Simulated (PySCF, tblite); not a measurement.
# C₄H₁₁BOSi: geometry, infrared bands and NMR shifts

Aim: predict the infrared bands and NMR shifts of C₄H₁₁BOSi (`[SiH3]C[C@@H]1CBOC1`).

Computed with tblite 0.8.0 and PySCF 2.14.0, with density-fitted response routines of our own, on a single molecule in the gas phase. Atoms are numbered from 0 throughout.

## Step 1: The molecule as given

18 atoms, charge 0, multiplicity 1; geometry from: force field or distance geometry start.

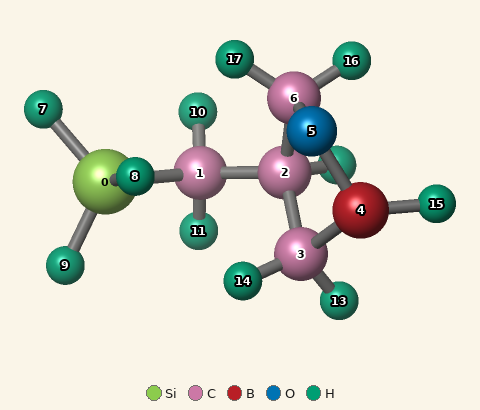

The starting geometry (silicon green, carbon pink, boron red, oxygen blue, hydrogen teal), atoms numbered; sticks join atoms by distance.

## Step 2: Relaxing the molecule with GFN2-xTB

The job: settings as JSON, then the geometry in Å.

```
{"job": {"kind": "relax", "xc": "GFN2-xTB", "basis": "xTB"}, "charge": 0, "multiplicity": 1}
Si     2.168500     0.336300    -0.300900
C      0.936900    -0.946200     0.223700
C     -0.479200    -0.573600    -0.042200
C     -0.781000    -0.323900    -1.525600
B     -1.961400     0.741800    -1.314900
O     -1.382900     1.600800    -0.272400
C     -0.910300     0.691300     0.669800
H      3.045600     0.787400     0.814500
H      1.439000     1.525300    -0.735600
H      2.924200    -0.165300    -1.435700
H      1.010400    -1.149300     1.328100
H      1.170700    -1.884600    -0.359300
H     -1.134300    -1.395900     0.336000
H     -1.181000    -1.249900    -1.985800
H      0.053200     0.106400    -2.063700
H     -3.077200     0.324000    -1.148100
H     -1.774600     0.423100     1.318200
H     -0.075400     1.158800     1.217400
```

Launch:

```
> OMP_NUM_THREADS=1 python probes_run.py task.json out
```

This one command runs all jobs of the session in turn.

The log of the run:

```text
step      E/eV     max force
  0    -576.25219    2.752
  1    -576.54668    1.804
  2    -576.71121    0.966
  3    -576.79907    0.833
  4    -576.88364    0.765
  5    -576.92192    0.740
  6    -576.99919    0.908
  7    -577.09778    1.313
  8    -577.21319    1.412
  9    -577.33379    1.134
 10    -577.49914    0.962
 11    -577.60037    1.002
 12    -577.75345    1.102
 13    -577.86487    0.855
 14    -577.95054    0.561
 15    -577.94238    1.330
 16    -578.00274    0.456
 17    -578.01957    0.361
 18    -578.04571    0.260
 19    -578.05219    0.163
 20    -578.05555    0.155
 21    -578.05879    0.139
 22    -578.06270    0.154
 23    -578.06539    0.136
 24    -578.06719    0.099
 25    -578.06848    0.084
 26    -578.06971    0.090
 27    -578.07069    0.067
 28    -578.07134    0.060
 29    -578.07179    0.055
 30    -578.07219    0.056
 31    -578.07247    0.036
 32    -578.07260    0.021
 33    -578.07266    0.020
 34    -578.07274    0.022
 35    -578.07285    0.028
 36    -578.07301    0.032
 37    -578.07319    0.031
 38    -578.07338    0.030
 39    -578.07356    0.033
 40    -578.07376    0.036
 41    -578.07398    0.033
 42    -578.07424    0.041
 43    -578.07455    0.045
 44    -578.07489    0.052
 45    -578.07522    0.051
 46    -578.07550    0.040
 47    -578.07580    0.038
 48    -578.07615    0.043
 49    -578.07659    0.059
 50    -578.07707    0.060
 51    -578.07746    0.039
 52    -578.07771    0.032
 53    -578.07787    0.034
 54    -578.07803    0.032
 55    -578.07820    0.031
 56    -578.07838    0.033
 57    -578.07853    0.027
 58    -578.07867    0.028
 59    -578.07879    0.028
 60    -578.07891    0.035
 61    -578.07903    0.037
 62    -578.07915    0.032
 63    -578.07928    0.028
 64    -578.07945    0.040
 65    -578.07967    0.041
 66    -578.07990    0.039
 67    -578.08011    0.038
 68    -578.08032    0.043
 69    -578.08065    0.051
 70    -578.08122    0.071
 71    -578.08200    0.084
 72    -578.08278    0.073
 73    -578.08339    0.048
 74    -578.08352    0.053
 75    -578.08395    0.043
 76    -578.08419    0.035
 77    -578.08465    0.038
 78    -578.08485    0.045
 79    -578.08518    0.049
 80    -578.08561    0.047
 81    -578.08618    0.045
 82    -578.08670    0.045
 83    -578.08718    0.050
 84    -578.08768    0.052
 85    -578.08816    0.063
 86    -578.08856    0.138
 87    -578.08933    0.056
 88    -578.08990    0.032
 89    -578.09043    0.035
 90    -578.09083    0.046
 91    -578.09122    0.036
 92    -578.09155    0.047
 93    -578.09182    0.042
 94    -578.09209    0.043
 95    -578.09244    0.041
 96    -578.09287    0.048
 97    -578.09322    0.043
 98    -578.09377    0.066
 99    -578.09478    0.098
100    -578.08520    0.370
101    -578.09637    0.114
102    -578.09750    0.108
103    -578.09813    0.254
104    -578.10171    0.065
105    -578.10384    0.079
106    -578.09948    0.335
107    -578.10776    0.081
108    -578.10974    0.087
109    -578.10278    0.443
110    -578.11467    0.097
111    -578.11700    0.085
112    -578.11933    0.267
113    -578.12303    0.109
114    -578.12517    0.087
115    -578.12966    0.116
116    -578.13085    0.083
117    -578.13213    0.060
118    -578.13326    0.065
119    -578.13417    0.076
120    -578.13483    0.066
121    -578.13540    0.077
122    -578.13660    0.089
123    -578.13786    0.098
124    -578.13923    0.085
125    -578.14083    0.098
126    -578.14261    0.073
127    -578.14430    0.090
128    -578.14554    0.083
129    -578.14659    0.077
130    -578.14744    0.057
131    -578.14827    0.075
132    -578.14898    0.056
133    -578.14952    0.045
134    -578.14979    0.045
135    -578.14994    0.028
136    -578.15008    0.027
137    -578.15023    0.025
138    -578.15035    0.022
139    -578.15045    0.020
140    -578.15055    0.019
141    -578.15063    0.019
142    -578.15070    0.016
143    -578.15074    0.014
144    -578.15077    0.011
145    -578.15080    0.011
146    -578.15082    0.009
```

Run time: 1.5 s. Hardware: 1 thread of Arm Neoverse N1, shared host.

Step by step: (not every step is listed)

| step | energy from step 0 (eV) | largest force (eV/Å) |
| --- | --- | --- |
| 0 | 0.0000 | 2.7523 |
| 1 | -0.2945 | 1.8035 |
| 2 | -0.4590 | 0.9662 |
| 3 | -0.5469 | 0.8330 |
| 4 | -0.6314 | 0.7647 |
| 5 | -0.6697 | 0.7400 |
| 6 | -0.7470 | 0.9078 |
| 7 | -0.8456 | 1.3133 |
| 8 | -0.9610 | 1.4115 |
| 21 | -1.8066 | 0.1393 |
| 34 | -1.8205 | 0.0216 |
| 47 | -1.8236 | 0.0383 |
| 60 | -1.8267 | 0.0346 |
| 73 | -1.8312 | 0.0482 |
| 86 | -1.8364 | 0.1381 |
| 99 | -1.8426 | 0.0981 |
| 112 | -1.8671 | 0.2666 |
| 125 | -1.8886 | 0.0977 |
| 138 | -1.8982 | 0.0217 |
| 141 | -1.8984 | 0.0192 |
| 142 | -1.8985 | 0.0164 |
| 143 | -1.8986 | 0.0142 |
| 144 | -1.8986 | 0.0114 |
| 145 | -1.8986 | 0.0110 |
| 146 | -1.8986 | 0.0095 |

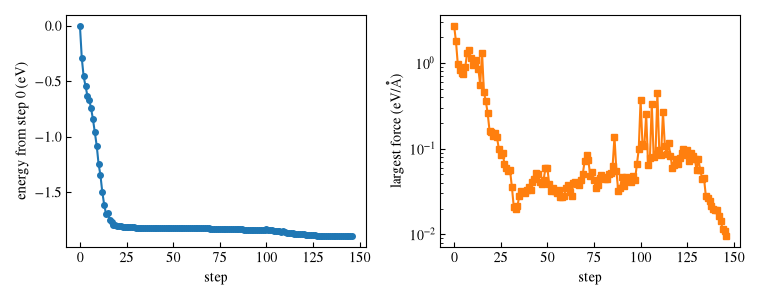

Energy and force, step by step.

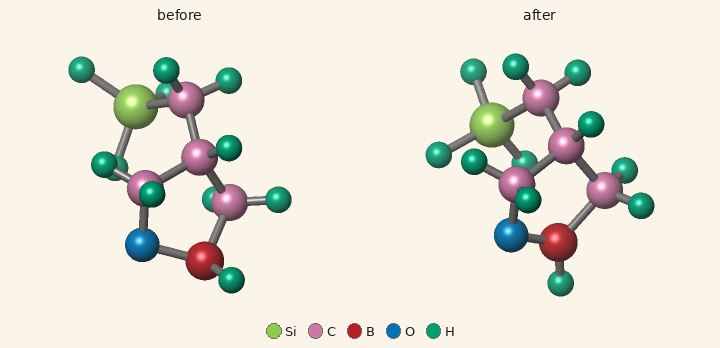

Before and after, at one scale.

Distances of close pairs at the start and the end, largest changes first:

| bond | before (Å) | after (Å) | change (Å) |
| --- | --- | --- | --- |
| B4–O5 | 1.469 | 1.334 | -0.136 |
| Si0–C1 | 1.854 | 1.906 | +0.052 |
| C1–C2 | 1.488 | 1.529 | +0.041 |
| C1–H11 | 1.129 | 1.093 | -0.036 |
| B4–H15 | 1.203 | 1.167 | -0.036 |
| C1–H10 | 1.125 | 1.094 | -0.032 |
| O5–C6 | 1.392 | 1.418 | +0.026 |
| C2–C6 | 1.514 | 1.538 | +0.024 |

The end geometry stands in the next job.

## Step 3: Infrared spectrum with GFN2-xTB

The job: settings as JSON, then the geometry in Å.

```
{"job": {"kind": "ir", "xc": "GFN2-xTB", "basis": "xTB"}, "charge": 0, "multiplicity": 1}
Si     1.907997     0.714148    -0.430810
C      1.016913    -0.806332     0.294168
C     -0.506424    -0.816999     0.166082
C     -0.961101    -0.754532    -1.304247
B     -1.242002     0.807033    -1.468801
O     -1.304519     1.384744    -0.268313
C     -1.127344     0.448532     0.782169
H      3.338676     0.491491    -0.188982
H      1.519924     1.951875     0.245153
H      1.683098     0.828093    -1.872325
H      1.275289    -0.895060     1.353201
H      1.407496    -1.706872    -0.186643
H     -0.896148    -1.707130     0.672172
H     -1.881240    -1.329393    -1.438558
H     -0.220006    -1.191410    -1.971172
H     -1.412075     1.447509    -2.429263
H     -2.112735     0.243566     1.217193
H     -0.494558     0.897055     1.552560
```

The log of the run:

```text
mode    cm-1     km/mol
  1      83.1      2.12
  2     119.4      1.60
  3     153.2      0.28
  4     209.4      0.09
  5     300.9      2.32
  6     371.9      2.25
  7     395.7      3.82
  8     516.1     39.09
  9     554.4     55.74
 10     631.9     17.16
 11     676.8      8.21
 12     695.9     23.40
 13     762.1      5.69
 14     777.7    153.45
 15     789.1     65.44
 16     800.8    240.75
 17     811.5    311.30
 18     844.2     34.34
 19     859.2     55.86
 20     887.9     26.76
 21     950.9      0.54
 22     983.8      2.00
 23    1021.4     15.31
 24    1059.0     18.30
 25    1067.4     96.62
 26    1140.2      5.21
 27    1166.0      2.98
 28    1185.4     12.14
 29    1223.0     10.18
 30    1250.9    103.87
 31    1268.2     23.30
 32    1283.2      4.39
 33    1327.3     60.52
 34    1344.2     30.63
 35    1471.0      5.11
 36    1478.0      4.25
 37    1486.8      1.75
 38    2230.9    401.63
 39    2265.5    288.74
 40    2272.3    233.32
 41    2673.4    139.67
 42    2909.1     20.32
 43    2920.0     89.18
 44    2946.2     33.07
 45    2957.1     54.41
 46    2961.6     60.71
 47    2967.0     34.89
 48    3013.4     40.15
```

It took 0.95 s on 1 thread of Arm Neoverse N1, shared host.

Which atoms move in the most intense modes:

| cm⁻¹ | km/mol | atoms |
| --- | --- | --- |
| 778 | 153.4 | H9 43 %, H8 34 % |
| 801 | 240.8 | H7 34 %, H9 24 % |
| 812 | 311.3 | H7 41 %, H8 41 % |
| 1251 | 103.9 | B4 33 %, H16 16 %, O5 16 %, C6 15 % |
| 2231 | 401.6 | H7 95 % |
| 2266 | 288.7 | H9 95 % |
| 2272 | 233.3 | H8 95 % |
| 2673 | 139.7 | H15 92 % |

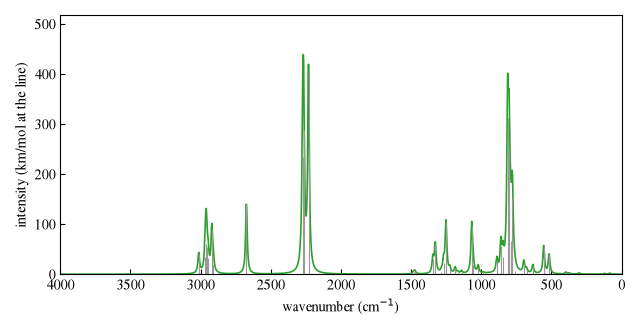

The infrared spectrum from these modes, unscaled. Lines are broadened to a width of 14 cm⁻¹ (Lorentzian).

## Step 4: Shielding tensors: PBE0/pcSseg-1

Same as in step 3 but for these lines:

```diff
@@ -1,2 +1,2 @@
-{"job": {"kind": "ir", "xc": "GFN2-xTB", "basis": "xTB"}, "charge": 0, "multiplicity": 1}
+{"job": {"kind": "nmr", "xc": "PBE0", "basis": "pcSseg-1"}, "charge": 0, "multiplicity": 1}
 Si     1.907997     0.714148    -0.430810
```

Method: GIAO PBE0/pcSseg-1 NMR shielding, non-relativistic, gas phase.

The log of the run:

```text
coarse grid: 14960 points
cycle   1  E = -548.0398481711  dE =  7.377e-01  |g| = 6.103e-01  |ddm| = 3.658e+00
cycle   2  E = -547.9558103191  dE =  8.404e-02  |g| = 9.111e-01  |ddm| = 1.137e+00
cycle   3  E = -548.1153060215  dE = -1.595e-01  |g| = 1.108e-01  |ddm| = 7.206e-01
cycle   4  E = -548.1174508303  dE = -2.145e-03  |g| = 4.132e-02  |ddm| = 1.070e-01
cycle   5  E = -548.1178456765  dE = -3.948e-04  |g| = 7.611e-03  |ddm| = 4.220e-02
cycle   6  E = -548.1178579726  dE = -1.230e-05  |g| = 2.463e-03  |ddm| = 1.030e-02
cycle   7  E = -548.1178594178  dE = -1.445e-06  |g| = 3.648e-04  |ddm| = 2.377e-03
final grid: 138272 points
cycle   8  E = -548.1702665246  dE = -4.848e-05  |g| = 1.173e-02  |ddm| = 3.375e-02
cycle   9  E = -548.1702314318  dE =  3.509e-05  |g| = 1.803e-02  |ddm| = 2.078e-02
cycle  10  E = -548.1702948301  dE = -6.340e-05  |g| = 1.550e-03  |ddm| = 1.270e-02
cycle  11  E = -548.1702953290  dE = -4.989e-07  |g| = 3.172e-04  |ddm| = 1.471e-03
cycle  12  E = -548.1702953498  dE = -2.084e-08  |g| = 7.174e-05  |ddm| = 3.739e-04
cycle  13  E = -548.1702953509  dE = -1.078e-09  |g| = 3.151e-05  |ddm| = 9.561e-05
cycle  14  E = -548.1702953512  dE = -2.238e-10  |g| = 4.625e-06  |ddm| = 2.676e-05
converged SCF energy = -548.1702953512

GIAO shielding tensors (ppm)
atom      isotropic    diamagn.    paramagn.     s11        s22        s33       span
  0 Si     430.747     879.902    -449.154    408.752    420.193    463.298     54.546
  1 C      167.531     251.981     -84.450    140.187    172.933    189.474     49.287
  2 C      151.007     249.556     -98.548    134.038    157.488    161.496     27.459
  3 C      154.997     254.327     -99.330    138.313    151.452    175.226     36.914
  4 B       50.877     194.630    -143.753     11.542     45.849     95.240     83.697
  5 O      106.466     393.103    -286.636   -123.228    153.261    289.366    412.594
  6 C      104.154     248.558    -144.405     59.404    105.381    147.675     88.271
  7 H       28.093      28.799      -0.706     24.491     25.470     34.319      9.828
  8 H       28.093      29.422      -1.330     24.128     27.356     32.794      8.666
  9 H       28.191      29.692      -1.501     24.322     27.611     32.640      8.317
 10 H       30.791      31.800      -1.009     25.887     28.460     38.027     12.140
 11 H       30.926      31.645      -0.719     25.901     28.974     37.904     12.003
 12 H       29.068      32.975      -3.907     24.362     27.017     35.825     11.463
 13 H       30.264      31.046      -0.782     25.387     27.618     37.787     12.401
 14 H       30.671      32.369      -1.698     26.365     29.991     35.658      9.293
 15 H       26.420      29.690      -3.270     24.659     25.793     28.809      4.149
 16 H       27.141      30.427      -3.286     22.380     26.408     32.635     10.254
 17 H       27.536      31.591      -4.055     24.429     26.818     31.360      6.932
```

Wall time 55 s (1 thread of Arm Neoverse N1, shared host); peak memory 0.83 GiB.

Shifts follow as δ = σ(reference) − σ, with reference shieldings (ppm) from runs at the same level and on the same kind of geometry: ¹H TMS 31.72, ¹³C TMS 186.9, ²⁹Si TMS 349.2, ¹⁷O H2O 336.1, ¹¹B BF3·OEt2 100.1. The references are single molecules in the gas phase, so shifts against H2O, NH3, PH3, H3PO4 or CFCl3 are not on the usual liquid scales and can be off by tens of ppm. Atoms listed in one row are averaged.

| atoms | environment | σ (ppm) | δ (ppm) | δ scaled to CDCl3 |
| --- | --- | --- | --- | --- |
| C6 | sp3 CH2 bonded to O | 104.2 | 82.8 | 78.9 |
| C2 | sp3 CH in a ring | 151.0 | 35.9 | 33.1 |
| C3 | sp3 CH2 bonded to B | 155.0 | 31.9 | 29.2 |
| C1 | sp3 CH2 bonded to Si | 167.5 | 19.4 | 17.0 |
| H15 | hydrogen on a boron bonded to C, O, in a 5-membered ring | 26.42 | 5.30 | – |
| H16 | hydrogen on an sp3 CH2 bonded to O | 27.14 | 4.58 | 4.42 |
| H17 | hydrogen on an sp3 CH2 bonded to O | 27.54 | 4.18 | 4.05 |
| H7, H8, H9 | hydrogen on a silicon bonded to C | 28.13 | 3.59 | – |
| H12 | hydrogen on an sp3 CH in a ring | 29.07 | 2.65 | 2.60 |
| H13 | hydrogen on an sp3 CH2 bonded to B | 30.26 | 1.45 | 1.48 |
| H14 | hydrogen on an sp3 CH2 bonded to B | 30.67 | 1.05 | 1.09 |
| H10 | hydrogen on an sp3 CH2 bonded to Si | 30.79 | 0.93 | 0.98 |
| H11 | hydrogen on an sp3 CH2 bonded to Si | 30.93 | 0.79 | 0.85 |
| Si0 | silicon bonded to C, 3 H | 430.7 | -81.6 | – |
| B4 | boron bonded to C, O, H, in a 5-membered ring | 50.9 | 49.2 | – |
| O5 | oxygen bonded to C, B, in a 5-membered ring | 106.5 | 229.6 | – |

The scaled column applies a straight-line fit of computed shieldings to shifts measured in CDCl3 (root-mean-square error 0.16 ppm for H, 1.9 ppm for C).

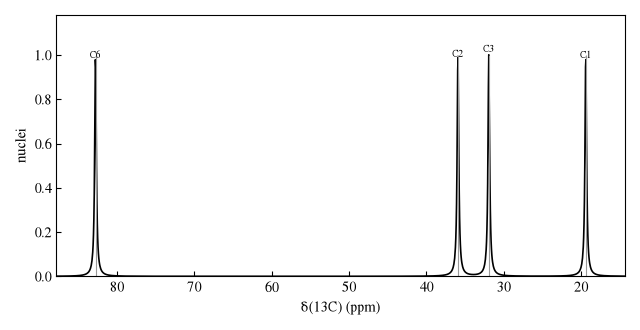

¹³C lines at the computed shifts, without couplings. Lines are broadened to a width of 0.25 ppm (Lorentzian).

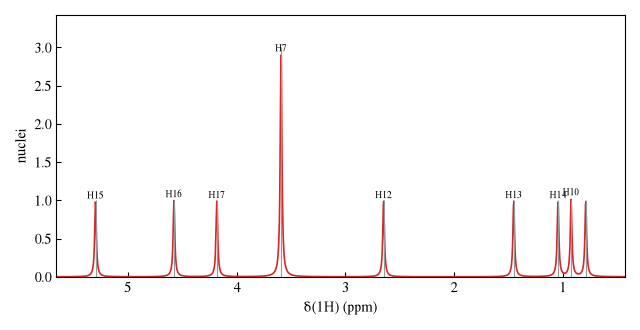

¹H lines at the computed shifts, without couplings. Lines are broadened to a width of 0.02 ppm (Lorentzian).

The run also stored atomic charges by several schemes (e):

| atoms | Mulliken | IAO | Hirshfeld | ESP fit |
| --- | --- | --- | --- | --- |
| Si0 | 0.44 | 0.58 | 0.30 | 0.42 |
| C1 | -0.47 | -0.53 | -0.15 | -0.35 |
| C2 | -0.34 | -0.11 | -0.03 | 0.31 |
| C3 | -0.41 | -0.43 | -0.15 | -0.54 |
| B4 | 0.41 | 0.25 | 0.17 | 0.52 |
| O5 | -0.46 | -0.36 | -0.15 | -0.39 |
| C6 | 0.10 | -0.06 | 0.01 | -0.08 |

Hirshfeld charges:

Si0 0.30; C1 -0.15; C2 -0.03; C3 -0.15; B4 0.17; O5 -0.15; C6 0.01; H7 -0.08; H8 -0.08; H9 -0.07; H10 0.04; H11 0.04; H12 0.04; H13 0.04; H14 0.04; H15 -0.06; H16 0.04; H17 0.04

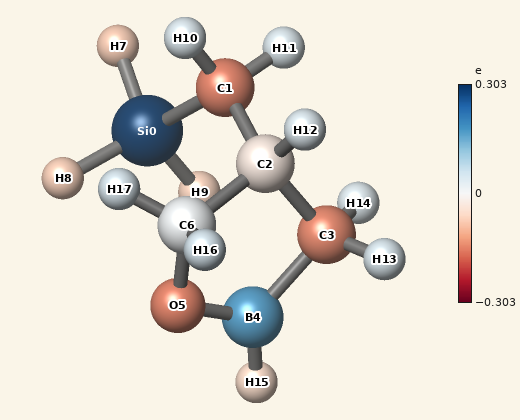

Hirshfeld charges, as colours on the atoms.

Mayer bond orders: Si0–C1 0.92, C1–C2 1.02, C2–C3 1.01, C3–B4 0.95, B4–O5 1.24, O5–C6 0.87, C6–C2 0.99.

Ring of atoms C2, C3, B4, O5, C6: NICS(0) -4.2, NICS(1) -3.8, NICS(1)zz -8.4 ppm (means of both faces).

## Step 5: Results

| quantity | value |
| --- | --- |
| strongest single infrared mode (GFN2-xTB) | 2231 cm⁻¹, 402 km/mol |
| zero-point energy (GFN2-xTB) | 88.7 kcal/mol |
| ¹³C shifts against TMS (PBE0/pcSseg-1) | 82.8, 35.9, 31.9, 19.4 ppm |
| ¹H shifts against TMS (PBE0/pcSseg-1, means over atoms taken as alike) | 5.30, 4.58, 4.18, 3.59, 2.65, 1.45, 1.05, 0.93, 0.79 ppm |
| ²⁹Si shifts against TMS (PBE0/pcSseg-1) | -81.6 ppm |
| ¹¹B shifts against BF3·OEt2 (PBE0/pcSseg-1) | 49.2 ppm |
| ¹⁷O shifts against H2O (PBE0/pcSseg-1) | 229.6 ppm |

What this shows: The optimisation took 146 steps and gained 1.899 eV; among the close pairs (by a distance rule), B4–O5 changed most, from 1.469 to 1.334 Å. No mode is imaginary among the 48: a minimum at this level. The strongest single mode, at 2231 cm⁻¹, moves mainly H7. Unscaled tight-binding wavenumbers are off by several per cent, some by more. Its intensities can rank the bands wrongly. C6 (sp3 CH2 bonded to O) lies farthest downfield among carbon, at 82.8 ppm; pulled downfield by the heteroatom. At PBE0/pcSseg-1: The widest tensor belongs to O5: span 413 ppm, with a paramagnetic part of -287 ppm.
